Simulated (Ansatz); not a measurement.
# C3H3FOS: a spread of methods and bases

How do the results and run time of C3H3FOS respond when the settings are drawn wide?

Computed with Ansatz 0.2.0, Gaussian basis. Level: the settings change from run to run.

## Step 1: The geometry

An earlier PBE0-D4 in a triple-zeta def2 set relaxation fixed the geometry.

SMILES `C#CC(O)(F)S`, 9 atoms, charge 0, spin multiplicity 1.

Atoms are counted from 1 here; the program's logs count them from 0.

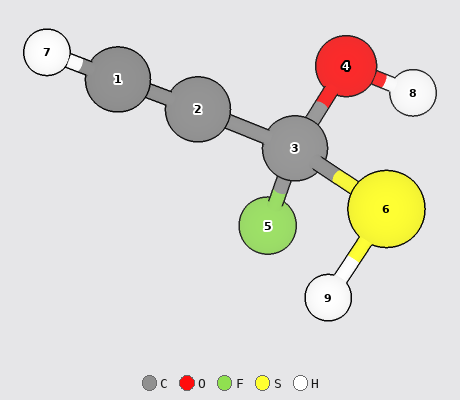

The geometry (carbon grey, oxygen red, fluorine green, sulfur yellow, hydrogen white); atoms are numbered from 1 in the order of the file.

Coordinates:

```
C     1.4574    0.9410    1.3045
C     0.7278    0.3147    0.5913
C    -0.1654   -0.4166   -0.2963
O    -0.4471   -1.6400    0.2398
F     0.4577   -0.5666   -1.5174
S    -1.7420    0.4810   -0.5785
H     2.1057    1.4933    1.9436
H    -1.1005   -2.0695   -0.3269
H    -1.2052    1.4164   -1.3772
```

## Step 2: wB97M-V/def2-mTZVP

Set apart from the defaults: high accuracy.

Input file in.yaml:

```yaml
crystal:
  periodic: [false, false, false]
  atoms:
    - {symbol: C, position_ang: [1.457418, 0.941006, 1.304509]}
    - {symbol: C, position_ang: [0.727766, 0.314660, 0.591338]}
    - {symbol: C, position_ang: [-0.165415, -0.416606, -0.296278]}
    - {symbol: O, position_ang: [-0.447148, -1.640009, 0.239778]}
    - {symbol: F, position_ang: [0.457660, -0.566612, -1.517365]}
    - {symbol: S, position_ang: [-1.742041, 0.481017, -0.578487]}
    - {symbol: H, position_ang: [2.105664, 1.493286, 1.943564]}
    - {symbol: H, position_ang: [-1.100453, -2.069480, -0.326933]}
    - {symbol: H, position_ang: [-1.205151, 1.416437, -1.377225]}
basis:
  gaussian: {orbitals: def2-mTZVP}
hamiltonian: {xc: {name: wB97M-V}}
accuracy: high
output: {forces: true}
```

Run with:

```sh
$ ansatz run in.yaml --threads 4 --pin off --events-out ev --progress --plain --max-ram 10444MiB
```

Standard output (excerpt; [...] marks lines left out):

```text
Functional definition: wB97M-V
  name "wB97M-V"
  cite "Mardirossian & Head-Gordon, J. Chem. Phys. 144, 214110 (2016) doi:10.1063/1.4952647"
  cite "Becke, J. Chem. Phys. 107, 8554 (1997) doi:10.1063/1.475007"
  cite "Vydrov & Van Voorhis, J. Chem. Phys. 133, 244103 (2010) doi:10.1063/1.3521275"
  # Of w^i u^j: cxij and so on, Table III.
[...]
  gx(w, u) = 1 - cx + cx01*u + cx10*w
  gss(w, u) = css00 + css04*u^4 + css10*w + css20*w^2 + css43*w^4*u^3
  gos(w, u) = cos00 + cos10*w + (cos20 + cos21*u)*w^2 + (cos60 + cos61*u)*w^6
[...]
      + integral(e_c_pw_mod_opposite_spin*gos(b97_w_opposite, b97_u_opposite)) + vv10(b, c)
2616 factors; integrals over basis functions are off by at most 3.8e-9 eV
432 factors; integrals over basis functions are off by at most 1.7e-9 eV
[...]
mean field -18756.74893555 eV, -689.2978096004 hartree, gradient 8.5e-8 eV, S^2 0.000000; 0 other end points of the search recorded, 0 dependent functions left out
[...]
reference -18756.74893998 eV, -689.2978097634 hartree; 27, 27 occupied and 104, 104 virtual orbitals, 2616 factors
Total energy: -18756.74893998 eV, -689.2978097634 hartree
Atom 0 at     1.457418     0.941006     1.304509 Å, force    -0.081636    -0.077309    -0.069831 eV/Å
Atom 1 at     0.727766     0.314660     0.591338 Å, force     0.294816     0.198486     0.256105 eV/Å
Atom 2 at    -0.165415    -0.416606    -0.296278 Å, force    -0.112637     0.167800     0.074443 eV/Å
Atom 3 at    -0.447148    -1.640009     0.239778 Å, force     0.083999    -0.205585     0.257763 eV/Å
Atom 4 at     0.457660    -0.566612    -1.517365 Å, force     0.174376    -0.042691    -0.323021 eV/Å
Atom 5 at    -1.742041     0.481017    -0.578487 Å, force    -0.297424    -0.011016     0.078941 eV/Å
Atom 6 at     2.105664     1.493286     1.943564 Å, force    -0.017472    -0.017831    -0.022170 eV/Å
Atom 7 at    -1.100453    -2.069480    -0.326933 Å, force    -0.133335    -0.121758    -0.129292 eV/Å
Atom 8 at    -1.205151     1.416437    -1.377225 Å, force     0.089314     0.109904    -0.122940 eV/Å
Dipole moment:    -0.065505     0.184611     0.012248 e Å
```

It took 21 s on 4 threads of AMD EPYC 7B13, shared host; peak memory 0.93 GiB.

Largest force 0.438 eV/Å, dipole 0.94 D.

## Step 3: B97/6-31G*

Options: coordinates scaled by 1.05.

Input file in.yaml:

```yaml
crystal:
  periodic: [false, false, false]
  atoms:
    - {symbol: C, position_ang: [1.530289, 0.988056, 1.369734]}
    - {symbol: C, position_ang: [0.764154, 0.330393, 0.620905]}
    - {symbol: C, position_ang: [-0.173685, -0.437437, -0.311092]}
    - {symbol: O, position_ang: [-0.469506, -1.722010, 0.251767]}
    - {symbol: F, position_ang: [0.480543, -0.594942, -1.593233]}
    - {symbol: S, position_ang: [-1.829143, 0.505068, -0.607411]}
    - {symbol: H, position_ang: [2.210947, 1.567951, 2.040742]}
    - {symbol: H, position_ang: [-1.155476, -2.172955, -0.343280]}
    - {symbol: H, position_ang: [-1.265408, 1.487259, -1.446087]}
basis:
  gaussian: {orbitals: "6-31G*"}
hamiltonian: {xc: {name: B97}}
```

Launched as before.

Standard output (excerpt; [...] marks lines left out):

```text
Functional definition: B97
  name "B97"
  cite "Becke, J. Chem. Phys. 107, 8554 (1997) doi:10.1063/1.475007"
[...]
      + integral(e_c_pw_opposite_spin*poly(b97_u_opposite, cos0, cos1, cos2))
1097 factors; their error is unknown
[...]
mean field -18751.11311267 eV, -689.0906969295 hartree, gradient 4.2e-5 eV, S^2 0.000000; 0 other end points of the search recorded, 0 dependent functions left out
reference -18751.11312935 eV, -689.0906975426 hartree; 27, 27 occupied and 73, 73 virtual orbitals, 1097 factors
Total energy: -18751.11312935 eV, -689.0906975426 hartree
```

It took 1.7 s on 4 threads of AMD EPYC 7B13, shared host.

## Step 4: LC-wPBE/def2-mTZVPP

This run has charge -1, multiplicity 2, density fitting with cc-pVTZ-jkfit.

Input file in.yaml:

```yaml
crystal:
  periodic: [false, false, false]
  atoms:
    - {symbol: C, position_ang: [1.457418, 0.941006, 1.304509]}
    - {symbol: C, position_ang: [0.727766, 0.314660, 0.591338]}
    - {symbol: C, position_ang: [-0.165415, -0.416606, -0.296278]}
    - {symbol: O, position_ang: [-0.447148, -1.640009, 0.239778]}
    - {symbol: F, position_ang: [0.457660, -0.566612, -1.517365]}
    - {symbol: S, position_ang: [-1.742041, 0.481017, -0.578487]}
    - {symbol: H, position_ang: [2.105664, 1.493286, 1.943564]}
    - {symbol: H, position_ang: [-1.100453, -2.069480, -0.326933]}
    - {symbol: H, position_ang: [-1.205151, 1.416437, -1.377225]}
basis:
  gaussian: {orbitals: def2-mTZVPP, fitting: {mean_field: cc-pVTZ-jkfit}}
total_charge: -1
magnetization: {spin_polarized: true, initial_magnetization: 1}
hamiltonian: {xc: {name: LC-wPBE}}
```

The command is unchanged.

Standard output (excerpt; [...] marks lines left out):

```text
Functional definition: LC-wPBE
  name "LC-wPBE"
  cite "Vydrov & Scuseria, J. Chem. Phys. 125, 234109 (2006) doi:10.1063/1.2409292"
  cite "Heyd & Scuseria, J. Chem. Phys. 120, 7274 (2004) doi:10.1063/1.1668634"
  cite "Ernzerhof & Perdew, J. Chem. Phys. 109, 3313 (1998) doi:10.1063/1.476928"
  cite "Perdew, Burke & Ernzerhof, Phys. Rev. Lett. 77, 3865 (1996) doi:10.1103/PhysRevLett.77.3865"
  parent pbe
[...]
606 factors; integrals over basis functions are off by at most 2.1e-1 eV
606 factors; integrals over basis functions are off by at most 3.7e-5 eV
[...]
mean field -18750.04324713 eV, -689.0513800962 hartree, gradient 2.4e-5 eV, S^2 0.762528; 4 other end points of the search recorded, 0 dependent functions left out
reference -18750.04324713 eV, -689.0513800964 hartree; 28, 27 occupied and 119, 120 virtual orbitals, 606 factors
Total energy: -18750.04324713 eV, -689.0513800964 hartree
```

Wall time 3.9 s (4 threads of AMD EPYC 7B13, shared host).

⟨S²⟩ 0.763.

## Step 5: revPBE0/def2-TZVP

This run has multiplicity 3, D3(BJ) dispersion.

Changes to in.yaml since step 4:

```diff
@@ -13,5 +13,5 @@
 basis:
-  gaussian: {orbitals: def2-mTZVPP, fitting: {mean_field: cc-pVTZ-jkfit}}
-total_charge: -1
-magnetization: {spin_polarized: true, initial_magnetization: 1}
-hamiltonian: {xc: {name: LC-wPBE}}
+  gaussian: {orbitals: def2-TZVP}
+magnetization: {spin_polarized: true, initial_magnetization: 2}
+hamiltonian: {xc: {name: revPBE0}, dispersion: d3bj}
+output: {forces: true}
```

Same command.

Standard output (excerpt; [...] marks lines left out):

```text
Functional definition: revPBE0
  name "revPBE0"
  cite "Zhang & Yang, Phys. Rev. Lett. 80, 890 (1998) doi:10.1103/PhysRevLett.80.890"
  cite "Adamo & Barone, J. Chem. Phys. 110, 6158 (1999) doi:10.1063/1.478522"
  cite "Perdew, Burke & Ernzerhof, Phys. Rev. Lett. 77, 3865 (1996) doi:10.1103/PhysRevLett.77.3865"
[...]
1250 factors; their error is unknown
[...]
mean field -18749.88874931 eV, -689.0457024060 hartree, gradient 1.4e-5 eV, S^2 2.010658; 2 other end points of the search recorded, 0 dependent functions left out
[...]
reference -18749.88878690 eV, -689.0457037876 hartree; 28, 26 occupied and 182, 184 virtual orbitals, 1250 factors
Total energy: -18750.33075473 eV, -689.0619458058 hartree
Atom 0 at     1.457418     0.941006     1.304509 Å, force     0.592526     0.978968     0.790973 eV/Å
Atom 1 at     0.727766     0.314660     0.591338 Å, force    -1.265716    -1.276612    -1.149399 eV/Å
Atom 2 at    -0.165415    -0.416606    -0.296278 Å, force     4.473821    -0.905027     1.024944 eV/Å
Atom 3 at    -0.447148    -1.640009     0.239778 Å, force    -0.048071     0.305737    -0.020242 eV/Å
Atom 4 at     0.457660    -0.566612    -1.517365 Å, force    -0.009526    -0.016359    -0.632399 eV/Å
Atom 5 at    -1.742041     0.481017    -0.578487 Å, force    -4.913666     0.435214     0.654913 eV/Å
Atom 6 at     2.105664     1.493286     1.943564 Å, force    -0.000654     0.003702    -0.014248 eV/Å
Atom 7 at    -1.100453    -2.069480    -0.326933 Å, force    -0.429748    -0.084463    -0.053942 eV/Å
Atom 8 at    -1.205151     1.416437    -1.377225 Å, force     1.601033     0.558839    -0.600600 eV/Å
Dipole moment:    -0.150905     0.187638    -0.020707 e Å
```

Run time: 6 s. Hardware: 4 threads of AMD EPYC 7B13, shared host; peak memory 0.69 GiB.

Largest force 4.976 eV/Å, dipole 1.16 D, ⟨S²⟩ 2.011.

## Step 6: wB97M-V/ANO-RCC-VTZP

Options: multiplicity 3, relativity set to none.

Changes to in.yaml since step 5:

```diff
@@ -13,5 +13,5 @@
 basis:
-  gaussian: {orbitals: def2-TZVP}
+  gaussian: {orbitals: ANO-RCC-VTZP}
 magnetization: {spin_polarized: true, initial_magnetization: 2}
-hamiltonian: {xc: {name: revPBE0}, dispersion: d3bj}
+hamiltonian: {xc: {name: wB97M-V}, pseudopotentials: {relativity: none}}
 output: {forces: true}
```

Launched as before.

Standard output (excerpt; [...] marks lines left out):

```text
Functional definition: wB97M-V
  name "wB97M-V"
  cite "Mardirossian & Head-Gordon, J. Chem. Phys. 144, 214110 (2016) doi:10.1063/1.4952647"
  cite "Becke, J. Chem. Phys. 107, 8554 (1997) doi:10.1063/1.475007"
  cite "Vydrov & Van Voorhis, J. Chem. Phys. 133, 244103 (2010) doi:10.1063/1.3521275"
  # Of w^i u^j: cxij and so on, Table III.
[...]
  gx(w, u) = 1 - cx + cx01*u + cx10*w
  gss(w, u) = css00 + css04*u^4 + css10*w + css20*w^2 + css43*w^4*u^3
  gos(w, u) = cos00 + cos10*w + (cos20 + cos21*u)*w^2 + (cos60 + cos61*u)*w^6
[...]
      + integral(e_c_pw_mod_opposite_spin*gos(b97_w_opposite, b97_u_opposite)) + vv10(b, c)
1569 factors; their error is unknown
371 factors; integrals over basis functions are off by at most 1.1e-5 eV
[...]
mean field -18744.63280739 eV, -688.8525501032 hartree, gradient 4.4e-5 eV, S^2 2.006315; 4 other end points of the search recorded, 0 dependent functions left out
[...]
WARN: the results are in doubt because the basis set is contracted for relativity, which is off
[...]
Total energy: -18744.63288874 eV, -688.8525530926 hartree
Atom 0 at     1.457418     0.941006     1.304509 Å, force     0.078101     0.452586     0.255387 eV/Å
Atom 1 at     0.727766     0.314660     0.591338 Å, force    -0.441025    -0.503394    -0.359294 eV/Å
Atom 2 at    -0.165415    -0.416606    -0.296278 Å, force     4.083338    -0.966221     0.831635 eV/Å
Atom 3 at    -0.447148    -1.640009     0.239778 Å, force    -0.041243     0.257410    -0.064219 eV/Å
Atom 4 at     0.457660    -0.566612    -1.517365 Å, force    -0.003733    -0.035343    -0.608575 eV/Å
Atom 5 at    -1.742041     0.481017    -0.578487 Å, force    -4.884229     0.455596     0.611716 eV/Å
Atom 6 at     2.105664     1.493286     1.943564 Å, force    -0.052334    -0.056331    -0.067646 eV/Å
Atom 7 at    -1.100453    -2.069480    -0.326933 Å, force    -0.361103    -0.112623    -0.023619 eV/Å
Atom 8 at    -1.205151     1.416437    -1.377225 Å, force     1.622226     0.508321    -0.575385 eV/Å
Dipole moment:    -0.120858     0.209933     0.009255 e Å
In doubt: the basis set is contracted for relativity, which is off
```

Run time: 30 s. Hardware: 4 threads of AMD EPYC 7B13, shared host; peak memory 1.4 GiB.

Largest force 4.943 eV/Å, dipole 1.16 D, ⟨S²⟩ 2.006. The log holds a warning on this run.

## Step 7: PBE0-DH/aug-pcseg-2

This run has multiplicity 3.

Changes to in.yaml since step 6:

```diff
@@ -13,5 +13,4 @@
 basis:
-  gaussian: {orbitals: ANO-RCC-VTZP}
+  gaussian: {orbitals: aug-pcseg-2}
 magnetization: {spin_polarized: true, initial_magnetization: 2}
-hamiltonian: {xc: {name: wB97M-V}, pseudopotentials: {relativity: none}}
-output: {forces: true}
+hamiltonian: {xc: {name: PBE0-DH}}
```

Launched as before.

Standard output (excerpt; [...] marks lines left out):

```text
Functional definition: PBE0-DH
  name "PBE0-DH"
  cite "Brémond & Adamo, J. Chem. Phys. 135, 024106 (2011) doi:10.1063/1.3604569"
  cite "Perdew, Burke & Ernzerhof, Phys. Rev. Lett. 77, 3865 (1996) doi:10.1103/PhysRevLett.77.3865"
[...]
2202 factors; integrals over basis functions are off by at most 9.9e-4 eV
[...]
mean field -18737.87192534 eV, -688.6040922706 hartree, gradient 8.8e-6 eV, S^2 2.015687; 4 other end points of the search recorded, 0 dependent functions left out
10 core orbitals not correlated: weight in the atoms' cores, before any rotation towards them, 1.000 or more for the frozen orbitals, at most 0.000 for the correlated occupied ones
reference -18737.87197636 eV, -688.6040941453 hartree; 18, 16 occupied and 321, 323 virtual orbitals, 2202 factors
second order -37.03204775 eV of doubles, -0.00000000 eV of singles
Total energy: -18742.50098233 eV, -688.7742069770 hartree
```

Run time: 81 s. Hardware: 4 threads of AMD EPYC 7B13, shared host; peak memory 2.4 GiB.

⟨S²⟩ 2.016.

## Step 8: PBE-QIDH/def2-SVP

Set apart from the defaults: multiplicity 3.

Changes to in.yaml since step 7:

```diff
@@ -13,4 +13,4 @@
 basis:
-  gaussian: {orbitals: aug-pcseg-2}
+  gaussian: {orbitals: def2-SVP}
 magnetization: {spin_polarized: true, initial_magnetization: 2}
-hamiltonian: {xc: {name: PBE0-DH}}
+hamiltonian: {xc: {name: PBE-QIDH}}
```

The command is unchanged.

Standard output (excerpt; [...] marks lines left out):

```text
Functional definition: PBE-QIDH
  name "PBE-QIDH"
  cite "Brémond, Sancho-García, Pérez-Jiménez & Adamo, J. Chem. Phys. 141, 031101 (2014) doi:10.1063/1.4890314"
  cite "Perdew, Burke & Ernzerhof, Phys. Rev. Lett. 77, 3865 (1996) doi:10.1103/PhysRevLett.77.3865"
[...]
1012 factors; integrals over basis functions are off by at most 9.4e-4 eV
[...]
mean field -18714.70876529 eV, -687.7528618393 hartree, gradient 2.0e-6 eV, S^2 2.014855; 6 other end points of the search recorded, 0 dependent functions left out
10 core orbitals not correlated: weight in the atoms' cores, before any rotation towards them, 1.000 or more for the frozen orbitals, at most 0.000 for the correlated occupied ones
reference -18714.70877356 eV, -687.7528621429 hartree; 18, 16 occupied and 75, 77 virtual orbitals, 1012 factors
second order -25.67986173 eV of doubles, -0.00000000 eV of singles
Total energy: -18723.26872746 eV, -688.0674346470 hartree
```

Wall time 11 s (4 threads of AMD EPYC 7B13, shared host).

⟨S²⟩ 2.015.

## Step 9: wPBEh/def2-TZVPD

Options: coordinates scaled by 1.12, density fitting with cc-pVTZ-jkfit.

Input file in.yaml:

```yaml
crystal:
  periodic: [false, false, false]
  atoms:
    - {symbol: C, position_ang: [1.632309, 1.053926, 1.461050]}
    - {symbol: C, position_ang: [0.815098, 0.352420, 0.662299]}
    - {symbol: C, position_ang: [-0.185264, -0.466599, -0.331832]}
    - {symbol: O, position_ang: [-0.500806, -1.836810, 0.268552]}
    - {symbol: F, position_ang: [0.512579, -0.634605, -1.699449]}
    - {symbol: S, position_ang: [-1.951086, 0.538739, -0.647905]}
    - {symbol: H, position_ang: [2.358343, 1.672481, 2.176791]}
    - {symbol: H, position_ang: [-1.232508, -2.317818, -0.366165]}
    - {symbol: H, position_ang: [-1.349769, 1.586409, -1.542492]}
basis:
  gaussian: {orbitals: def2-TZVPD, fitting: {mean_field: cc-pVTZ-jkfit}}
hamiltonian: {xc: {name: wPBEh}}
output: {forces: true}
```

Launched as before.

Standard output (excerpt; [...] marks lines left out):

```text
Functional definition: wPBEh
  name "wPBEh"
  cite "Heyd, Scuseria & Ernzerhof, J. Chem. Phys. 118, 8207 (2003) doi:10.1063/1.1564060"
  cite "Krukau, Vydrov, Izmaylov & Scuseria, J. Chem. Phys. 125, 224106 (2006) doi:10.1063/1.2404663"
  cite "Heyd & Scuseria, J. Chem. Phys. 120, 7274 (2004) doi:10.1063/1.1668634"
  cite "Ernzerhof & Perdew, J. Chem. Phys. 109, 3313 (1998) doi:10.1063/1.476928"
  cite "Perdew, Burke & Ernzerhof, Phys. Rev. Lett. 77, 3865 (1996) doi:10.1103/PhysRevLett.77.3865"
  parent pbe
[...]
606 factors; integrals over basis functions are off by at most 8.4e-1 eV
606 factors; integrals over basis functions are off by at most 3.1e-6 eV
[...]
mean field -18745.82228015 eV, -688.8962624208 hartree, gradient 5.4e-5 eV, S^2 0.000000; 0 other end points of the search recorded, 0 dependent functions left out
[...]
reference -18745.82234742 eV, -688.8962648931 hartree; 27, 27 occupied and 237, 237 virtual orbitals, 606 factors
Total energy: -18745.82234742 eV, -688.8962648931 hartree
Atom 0 at     1.632309     1.053926     1.461050 Å, force    -4.213949    -3.599544    -4.109858 eV/Å
Atom 1 at     0.815098     0.352420     0.662299 Å, force     3.598740     2.915382     3.349459 eV/Å
Atom 2 at    -0.185264    -0.466599    -0.331832 Å, force     0.712845    -0.842523     0.362137 eV/Å
Atom 3 at    -0.500806    -1.836810     0.268552 Å, force    -1.364957     2.398626    -3.796331 eV/Å
Atom 4 at     0.512579    -0.634605    -1.699449 Å, force    -1.891502     0.433747     3.782258 eV/Å
Atom 5 at    -1.951086     0.538739    -0.647905 Å, force     3.619306     0.465859    -1.229169 eV/Å
Atom 6 at     2.358343     1.672481     2.176791 Å, force    -2.160369    -1.833759    -2.116632 eV/Å
Atom 7 at    -1.232508    -2.317818    -0.366165 Å, force     2.721923     2.114870     2.063393 eV/Å
Atom 8 at    -1.349769     1.586409    -1.542492 Å, force    -1.022037    -2.052658     1.694744 eV/Å
Dipole moment:    -0.125296     0.229539     0.107870 e Å
```

It took 3.7 s on 4 threads of AMD EPYC 7B13, shared host; peak memory 0.74 GiB.

Largest force 6.900 eV/Å, dipole 1.36 D.

## Step 10: HF/ANO-RCC-VTZP

Options: atoms shaken by 0.15 Å, density fitting with def2-universal-jkfit, the search for lower states set to light.

Input file in.yaml:

```yaml
crystal:
  periodic: [false, false, false]
  atoms:
    - {symbol: C, position_ang: [1.631314, 0.903466, 1.242277]}
    - {symbol: C, position_ang: [0.484518, 0.250016, 0.622586]}
    - {symbol: C, position_ang: [-0.280168, -0.066386, -0.279222]}
    - {symbol: O, position_ang: [-0.634349, -1.424985, 0.522764]}
    - {symbol: F, position_ang: [0.661617, -0.420757, -1.406468]}
    - {symbol: S, position_ang: [-1.618853, 0.538656, -0.566230]}
    - {symbol: H, position_ang: [2.056785, 1.433135, 2.203320]}
    - {symbol: H, position_ang: [-1.039139, -2.316862, -0.376581]}
    - {symbol: H, position_ang: [-1.221951, 1.349558, -1.156454]}
basis:
  gaussian: {orbitals: ANO-RCC-VTZP, fitting: {mean_field: def2-universal-jkfit}}
hamiltonian: {xc: {name: HF}}
scf: {lower_state_search: light}
output: {forces: true}
```

Same command.

Standard output (excerpt; [...] marks lines left out):

```text
Functional definition: HF
  name "HF"
  cite "Fock, Z. Phys. 61, 126 (1930) doi:10.1007/BF01340294"
  parent pbe
[...]
561 factors; integrals over basis functions are off by at most 5.9e-1 eV
[...]
mean field -18723.72548679 eV, -688.0842202425 hartree, gradient 2.7e-5 eV, S^2 0.000000; 0 other end points of the search recorded, 0 dependent functions left out
[...]
reference -18723.72548679 eV, -688.0842202425 hartree; 27, 27 occupied and 199, 199 virtual orbitals, 561 factors
Total energy: -18723.72548679 eV, -688.0842202425 hartree
Relativity: scalar
Atom 0 at     1.631314     0.903466     1.242277 Å, force   -10.320392    -4.897781    -3.198838 eV/Å
Atom 1 at     0.484518     0.250016     0.622586 Å, force    21.696228    13.155024    17.350939 eV/Å
Atom 2 at    -0.280168    -0.066386    -0.279222 Å, force     4.225998   -14.388551    -6.405707 eV/Å
Atom 3 at    -0.634349    -1.424985     0.522764 Å, force    -2.214991    -3.370262    -7.259694 eV/Å
Atom 4 at     0.661617    -0.420757    -1.406468 Å, force    -2.856447     0.506710     1.420411 eV/Å
Atom 5 at    -1.618853     0.538656    -0.566230 Å, force   -16.291030    -5.304432     4.067733 eV/Å
Atom 6 at     2.056785     1.433135     2.203320 Å, force    -1.104707    -1.618713    -2.830604 eV/Å
Atom 7 at    -1.039139    -2.316862    -0.376581 Å, force     2.054932     4.678419     4.687335 eV/Å
Atom 8 at    -1.221951     1.349558    -1.156454 Å, force     4.810409    11.239586    -7.831574 eV/Å
Dipole moment:    -0.309497     0.333245    -0.054855 e Å
```

Wall time 3.2 s (4 threads of AMD EPYC 7B13, shared host); peak memory 0.5 GiB.

Largest force 30.738 eV/Å, dipole 2.20 D.

## Step 11: All runs side by side

```csv
level,charge,multiplicity,geometry,functions,energy (eV),time
wB97M-V/def2-mTZVP,0,1,relaxed,131,-18756.749,21 s
B97/6-31G*,0,1,scaled,100,-18751.113,1.7 s
LC-wPBE/def2-mTZVPP,-1,2,relaxed,147,-18750.043,3.9 s
revPBE0/def2-TZVP,0,3,relaxed,210,-18750.331,6 s
wB97M-V/ANO-RCC-VTZP,0,3,relaxed,226,-18744.633,30 s
PBE0-DH/aug-pcseg-2,0,3,relaxed,349,-18742.501,81 s
PBE-QIDH/def2-SVP,0,3,relaxed,103,-18723.269,11 s
wPBEh/def2-TZVPD,0,1,scaled,264,-18745.822,3.7 s
HF/ANO-RCC-VTZP,0,1,shaken,226,-18723.725,3.2 s
```

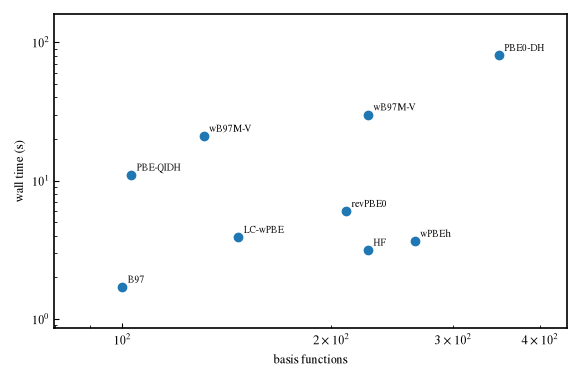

Wall time against the number of basis functions (shared host).

## Step 12: Outcome

```
quantity                      value
    runs                          9
quickest          B97/6-31G*, 1.7 s
 slowest  PBE0-DH/aug-pcseg-2, 81 s
```

What this shows: The runs differ in state or geometry as well as level, so their energies can't be set against each other. Run time spans a factor of 47, from B97/6-31G* to PBE0-DH/aug-pcseg-2. The jobs differ in tasks and options as well as level. At the PBE0-D4/def2-TZVP geometry and in the same state, the sound runs without point charges leave forces up to 0.44 eV/Å (wB97M-V/def2-mTZVP), against 30.7 eV/Å where the atoms were moved.
